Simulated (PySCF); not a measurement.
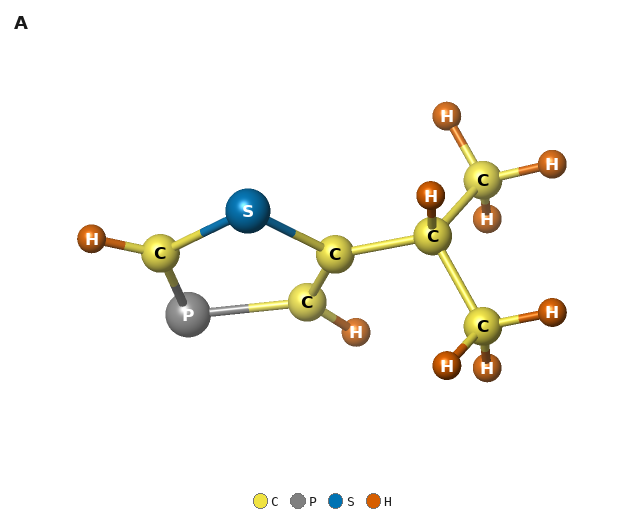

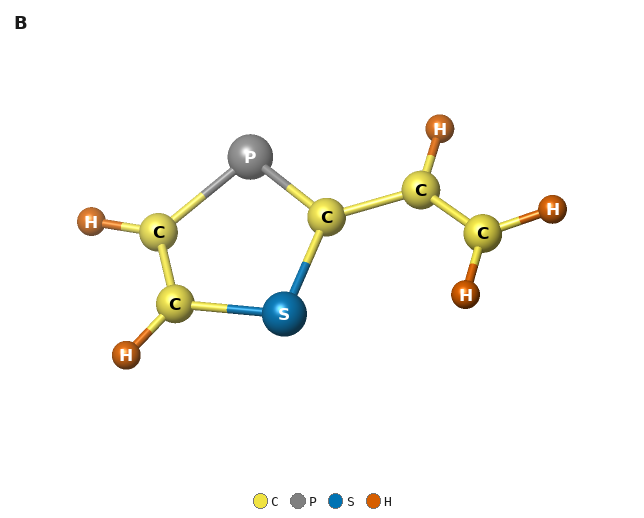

Two related species, optimised with GFN2-xTB; properties computed with PySCF 2.14.0. Both: charge 0, singlet.

Identify both.

Answer. A is C6H9PS (CC(C)c1cpcs1), B is C5H5PS (C=Cc1pccs1).

Compare them. With CAM-B3LYP/def2-SVPD: dipole moment (D), HOMO–LUMO gap (eV), HOMO energy (Kohn–Sham orbital) (eV), lowest vertical singlet excitation (eV), mean static polarisability (bohr³). With GFN2-xTB: mean S–C length (Å).

| quantity | A | B |
| --- | --- | --- |
| dipole moment (D) | 1.85 | 1.08 |
| HOMO–LUMO gap (eV) | 7.71 | 6.57 |
| HOMO energy (Kohn–Sham orbital) (eV) | −7.87 | −7.56 |
| lowest vertical singlet excitation (eV) | 4.97 | 4.10 |
| mean static polarisability (bohr³) | 110.6 | 104.8 |
| mean S–C length (Å) | 1.720 | 1.726 |

Each is one conformer, and no frequency run is at hand to confirm it as a minimum.

The geometry is semi-empirical. Around P such bond lengths and angles can be off by a tenth of an ångström or more and by several degrees, and values that hang on the shape move with them.
